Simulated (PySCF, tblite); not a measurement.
# C3H4BO radical: geometry, infrared bands and EPR parameters

Wanted: the infrared bands and EPR parameters of C3H4BO radical (`C#CBO[CH2]`), by calculation.

The runs use tblite 0.8.0 and PySCF 2.14.0, with density-fitted response routines of our own; the level of theory stands in each step. All values are computed, except where a source is named. Atoms count from 0, in the outputs and in this text.

## Step 1: Starting geometry

9 atoms, charge 0, multiplicity 2; geometry from: force field or distance geometry start.

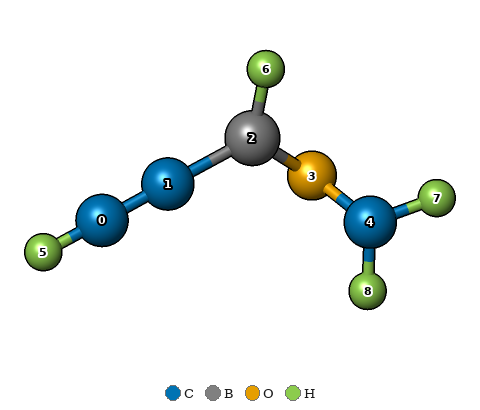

The starting geometry (carbon blue, boron grey, oxygen amber, hydrogen green), atoms numbered.

## Step 2: Relaxing the molecule with GFN2-xTB

What the job is given:

```
{"job": {"kind": "relax", "xc": "GFN2-xTB", "basis": "xTB"}, "charge": 0, "multiplicity": 2}
C     -2.254200     0.157800     1.355400
C     -1.375000    -0.203000     0.625400
B     -0.222900    -0.679500    -0.280100
O      1.148600    -0.666900     0.189800
C      1.682300     0.542400    -0.217600
H     -3.051600     0.483300     1.987000
H     -0.485800    -1.129900    -1.346900
H      2.576800     0.362600    -0.861800
H      1.995400     1.139100     0.659700
```

The run is started by

```
OMP_NUM_THREADS=1 python probes_run.py task.json out
```

This one command runs all jobs of the session in turn.

The log of the run:

```text
step      E/eV     max force
  0    -369.92873    2.278
  1    -370.00878    3.540
  2    -370.15151    0.935
  3    -370.20108    0.742
  4    -370.33626    2.317
  5    -370.40650    1.451
  6    -370.48306    1.710
  7    -370.53581    0.716
  8    -370.57353    0.508
  9    -370.59154    0.527
 10    -370.65980    0.657
 11    -370.69656    0.730
 12    -370.73948    0.652
 13    -370.77950    0.657
 14    -370.82102    0.676
 15    -370.86116    0.789
 16    -370.91745    0.616
 17    -370.95492    0.520
 18    -370.97747    0.578
 19    -371.00589    0.824
 20    -371.03746    0.652
 21    -371.08671    0.818
 22    -371.10599    0.628
 23    -371.13593    0.499
 24    -371.18501    0.876
 25    -371.21314    0.451
 26    -371.22944    0.374
 27    -371.24216    0.450
 28    -371.25313    0.469
 29    -371.26057    0.373
 30    -371.26596    0.324
 31    -371.27123    0.263
 32    -371.27557    0.238
 33    -371.27877    0.184
 34    -371.28305    0.176
 35    -371.28871    0.310
 36    -371.29646    0.424
 37    -371.30469    0.417
 38    -371.31230    0.304
 39    -371.32086    0.421
 40    -371.33229    0.755
 41    -371.34538    0.951
 42    -371.36021    0.658
 43    -371.37031    0.181
 44    -371.37435    0.183
 45    -371.37666    0.084
 46    -371.37742    0.148
 47    -371.37785    0.073
 48    -371.37824    0.075
 49    -371.37866    0.079
 50    -371.37890    0.035
 51    -371.37902    0.028
 52    -371.37915    0.038
 53    -371.37921    0.035
 54    -371.37926    0.032
 55    -371.37930    0.015
 56    -371.37933    0.018
 57    -371.37936    0.024
 58    -371.37939    0.023
 59    -371.37942    0.016
 60    -371.37945    0.014
 61    -371.37946    0.009
```

Run time: 0.18 s. Hardware: 1 thread of Intel Xeon Platinum 8488C, shared host.

Along the way: (not every step is listed)

| step | energy from step 0 (eV) | largest force (eV/Å) |
| --- | --- | --- |
| 0 | 0.0000 | 2.2783 |
| 1 | -0.0801 | 3.5403 |
| 2 | -0.2228 | 0.9354 |
| 3 | -0.2724 | 0.7417 |
| 4 | -0.4075 | 2.3167 |
| 5 | -0.4778 | 1.4512 |
| 6 | -0.5543 | 1.7104 |
| 7 | -0.6071 | 0.7163 |
| 8 | -0.6448 | 0.5084 |
| 12 | -0.8108 | 0.6517 |
| 16 | -0.9887 | 0.6159 |
| 20 | -1.1087 | 0.6519 |
| 24 | -1.2563 | 0.8757 |
| 28 | -1.3244 | 0.4692 |
| 32 | -1.3468 | 0.2384 |
| 36 | -1.3677 | 0.4239 |
| 40 | -1.4036 | 0.7549 |
| 44 | -1.4456 | 0.1832 |
| 48 | -1.4495 | 0.0753 |
| 52 | -1.4504 | 0.0379 |
| 56 | -1.4506 | 0.0179 |
| 57 | -1.4506 | 0.0240 |
| 58 | -1.4507 | 0.0226 |
| 59 | -1.4507 | 0.0164 |
| 60 | -1.4507 | 0.0137 |
| 61 | -1.4507 | 0.0091 |

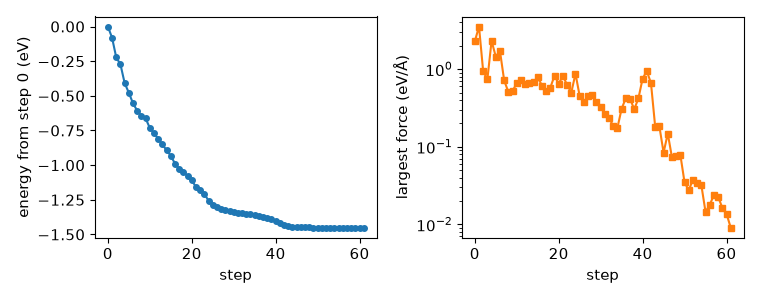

Energy and force, step by step.

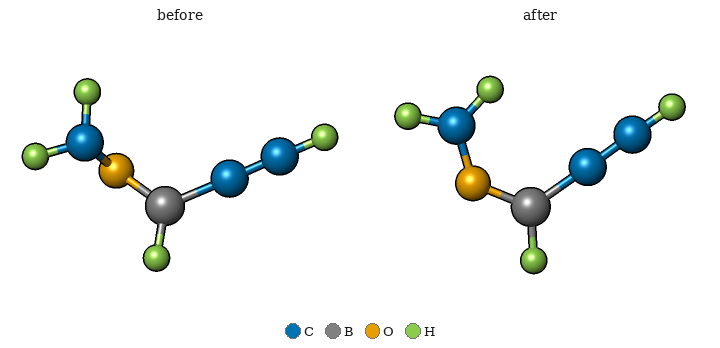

Before and after, at one scale.

Close pairs (by a distance rule), those that changed most:

| bond | before (Å) | after (Å) | change (Å) |
| --- | --- | --- | --- |
| B2–O3 | 1.450 | 1.359 | -0.091 |
| O3–C4 | 1.383 | 1.310 | -0.073 |
| C4–H7 | 1.117 | 1.075 | -0.042 |
| C4–H8 | 1.106 | 1.079 | -0.027 |
| C1–B2 | 1.541 | 1.517 | -0.024 |
| C0–H5 | 1.068 | 1.052 | -0.016 |
| B2–H6 | 1.187 | 1.173 | -0.014 |
| C0–C1 | 1.198 | 1.206 | +0.007 |

The final coordinates are the input of the step that follows.

## Step 3: Infrared spectrum with GFN2-xTB

What the job is given:

```
{"job": {"kind": "ir", "xc": "GFN2-xTB", "basis": "xTB"}, "charge": 0, "multiplicity": 2}
C     -1.893416     0.280138     1.395939
C     -1.197431    -0.198041     0.535556
B     -0.303934    -0.783292    -0.542063
O      0.995794    -0.417453    -0.695505
C      1.681189     0.446928     0.011563
H     -2.516271     0.685521     2.140614
H     -0.692171    -1.585590    -1.304562
H      2.706773     0.604657    -0.270428
H      1.233028     0.973126     0.839901
```

The log of the run:

```text
mode    cm-1     km/mol
  1     122.5      0.68
  2     166.8      0.13
  3     288.7      0.19
  4     292.6      3.51
  5     411.6      5.28
  6     536.7     35.60
  7     539.3      6.76
  8     643.8      1.39
  9     674.3     19.84
 10     722.2     87.12
 11     877.3     14.47
 12     967.4      4.45
 13    1097.6      3.69
 14    1184.7    225.73
 15    1280.9      9.46
 16    1384.7      8.73
 17    2189.4     16.03
 18    2621.3    138.83
 19    3067.4     26.49
 20    3129.6     12.84
 21    3358.3      0.72
```

It took 0.12 s on 1 thread of Intel Xeon Platinum 8488C, shared host.

The strongest bands and the atoms that carry them (share of the mass-weighted mode):

| cm⁻¹ | km/mol | atoms |
| --- | --- | --- |
| 537 | 35.6 | H8 46 %, C4 27 %, H7 16 % |
| 674 | 19.8 | H5 78 %, C0 16 % |
| 722 | 87.1 | H6 35 %, H5 29 %, B2 28 % |
| 877 | 14.5 | B2 52 %, C0 15 %, H6 13 % |
| 1185 | 225.7 | B2 46 %, H6 18 %, O3 15 %, H8 11 % |
| 2189 | 16.0 | C1 57 %, C0 34 % |
| 2621 | 138.8 | H6 92 % |
| 3067 | 26.5 | H8 83 %, H7 13 % |

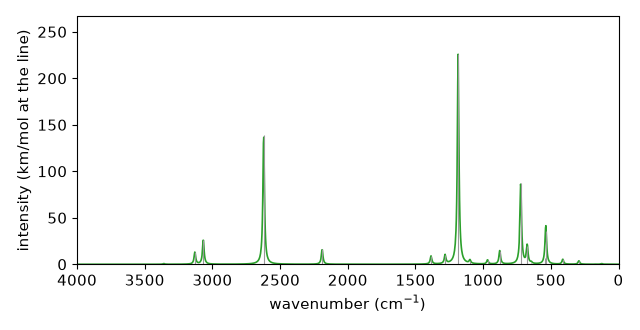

The infrared spectrum from these modes, unscaled. Lines are broadened to a width of 14 cm⁻¹ (Lorentzian).

## Step 4: EPR parameters: B3LYP/pcH-1

Same as in step 3 but for these lines:

```diff
@@ -1,2 +1,2 @@
-{"job": {"kind": "ir", "xc": "GFN2-xTB", "basis": "xTB"}, "charge": 0, "multiplicity": 2}
+{"job": {"kind": "epr", "basis": "pcH-1"}, "charge": 0, "multiplicity": 2}
 C     -1.893416     0.280138     1.395939
```

With the program's defaults for keys left out, this is: UKS B3LYP, pcH-1 on B C H O, non-relativistic, mean-field spin-orbit, GIAO.

The log of the run:

```text
UKS, coarse grid
  cycle   1  E = -216.66085195  |g| = 4.11e-01
  cycle   2  E = -216.57639636  |g| = 6.32e-01
  cycle   3  E = -216.72541494  |g| = 1.19e-01
  cycle   4  E = -216.73104028  |g| = 4.91e-02
  cycle   5  E = -216.73198802  |g| = 2.81e-02
  cycle   6  E = -216.73238848  |g| = 6.20e-03
  cycle   7  E = -216.73241170  |g| = 2.03e-03
  cycle   8  E = -216.73241512  |g| = 1.13e-03
  cycle   9  E = -216.73241594  |g| = 2.38e-04
UKS, final grid
  cycle   1  E = -216.73243226  |g| = 3.29e-04
  cycle   2  E = -216.73243207  |g| = 7.00e-04
  cycle   3  E = -216.73243232  |g| = 1.02e-04
  cycle   4  E = -216.73243232  |g| = 2.07e-05
E = -216.73243232 Eh   <S^2> = 0.7546 (exact 0.7500)
g shifts (ppm)      1          2          3
  rmc          -147       -147       -147
  gc             -0         37         33
  oz_so         -16        293        950
  total        -164        183        836
hyperfine (MHz)  atom isotope    a_iso     a_fc   dipolar eigenvalues
    0   13C       3.21       3.21     -3.73     -2.66      6.40
    1   13C      -9.40      -9.40     -2.87      0.23      2.64
    2   11B      11.02      11.02    -10.58     -6.69     17.27
    3   17O       1.86       1.86    -17.83      8.25      9.57
    4   13C      84.90      84.90    -78.25    -75.36    153.61
    5    1H      -3.66      -3.66     -2.05     -0.72      2.78
    6    1H     -13.93     -13.93     -5.81     -1.30      7.12
    7    1H     -64.03     -64.03    -36.50     -0.31     36.81
    8    1H     -62.52     -62.52    -35.26     -0.86     36.12
```

Wall time 15 s (1 thread of Intel Xeon Platinum 8488C, shared host); peak memory 0.58 GiB.

Principal g values 2.00216, 2.00250, 2.00316; g(iso) = 2.00260, against 2.00232 for a free electron.

Hyperfine couplings; where a row names several nuclei, a(iso) is their mean (it holds for fast rotation or exchange) and the dipolar term the largest among them:

| nuclei | isotope | a(iso) (MHz) | a(iso) (G, at g = 2.0023) | largest dipolar term (MHz) |
| --- | --- | --- | --- | --- |
| C4 | 13C | 84.9 | 30.3 | 153.6 |
| H7, H8 | 1H | -63.3 | -22.6 | 36.8 |
| H6 | 1H | -13.9 | -5.0 | 7.1 |
| B2 | 11B | 11.0 | 3.9 | 17.3 |
| C1 | 13C | -9.4 | -3.4 | -2.9 |
| H5 | 1H | -3.7 | -1.3 | 2.8 |
| C0 | 13C | 3.2 | 1.1 | 6.4 |
| O3 | 17O | 1.9 | 0.7 | -17.8 |

Mulliken spin populations:

| atom | value (e) |
| --- | --- |
| C0 | 0.05 |
| C1 | -0.03 |
| B2 | 0.16 |
| O3 | 0.00 |
| C4 | 0.93 |
| H5 | 0.00 |
| H6 | -0.01 |
| H7 | -0.05 |
| H8 | -0.04 |

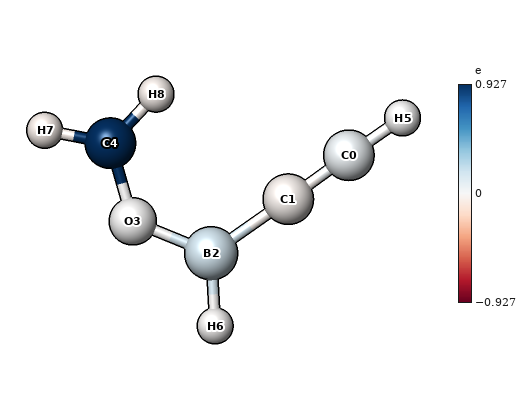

Mulliken spin populations, as colours on the atoms.

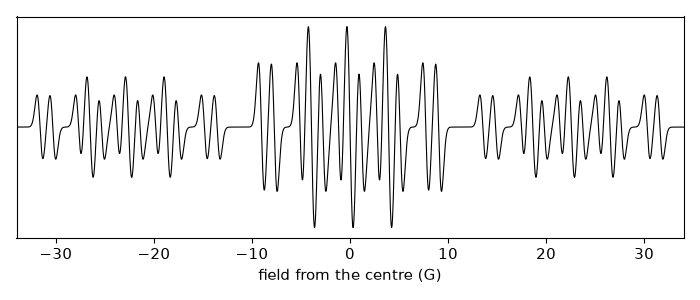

First-order isotropic spectrum (first derivative, main isotopes with spin only, couplings over 0.8 MHz, Gaussian width 0.3 G; couplings of the frozen geometry, rotation of groups not averaged beyond the rows shown).

Orbitals, density, ELF and potential are computed afterwards from the orbital file.

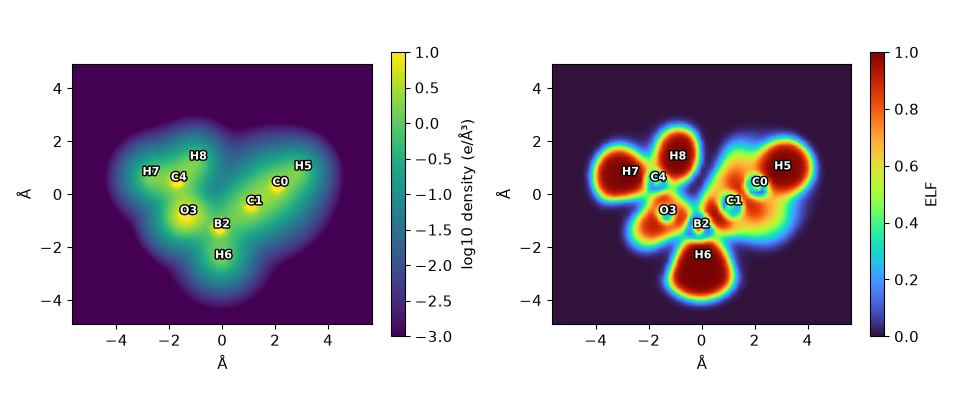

Density (left) and ELF (right) in a plane through or near 9 of the atoms.

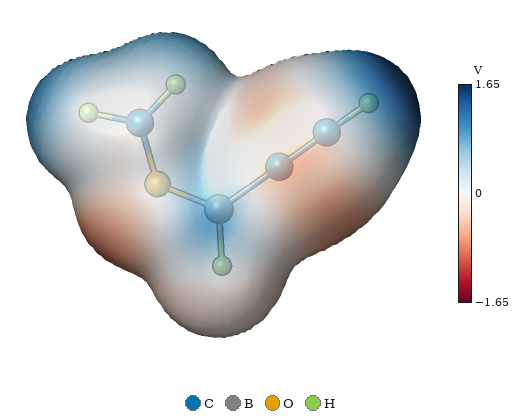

The potential that a unit positive charge feels on the 0.002 e/bohr³ surface, from -0.85 V near O3 to 1.65 V near H5.

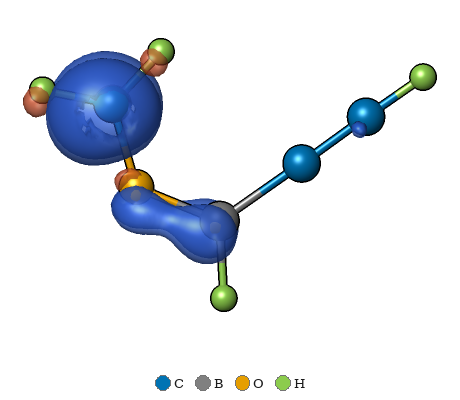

Spin density at ±0.04 e/Å³ (alpha excess blue, beta excess red).

## Step 5: Results

| quantity | value |
| --- | --- |
| strongest single infrared mode (GFN2-xTB) | 1185 cm⁻¹, 226 km/mol |
| zero-point energy (GFN2-xTB) | 36.5 kcal/mol |
| g(iso) (B3LYP) | 2.00260 |
| ⟨S²⟩ | 0.755 (exact 0.75) |
| largest a(iso) (averaged by class) | 13C on C4, 84.9 MHz |
| potential on the surface of density 0.002 e/bohr³, 1st and 99th percentile | -0.85 V and 1.65 V |

The optimisation took 61 steps and gained 1.451 eV; among the close pairs (by a distance rule), B2–O3 changed most, from 1.450 to 1.359 Å. No mode is imaginary among the 21: a minimum at this level. The strongest single mode, at 1185 cm⁻¹, is spread over several atoms, B2, H6, O3, H8 among them. GFN2-xTB is a fitted tight-binding method: band positions and strengths are rough. Its intensities can rank the bands wrongly. Most of the unpaired spin sits on C4 (0.93 e). The isotropic g lies 0.3 ppt above the free-electron value. These values are for one conformer; the search (at its own cheap level) found 2 more, at 0.00, 0.77 kcal/mol (those within 0.05 may be mirror or relabelled copies), and measured spectra average over such forms.
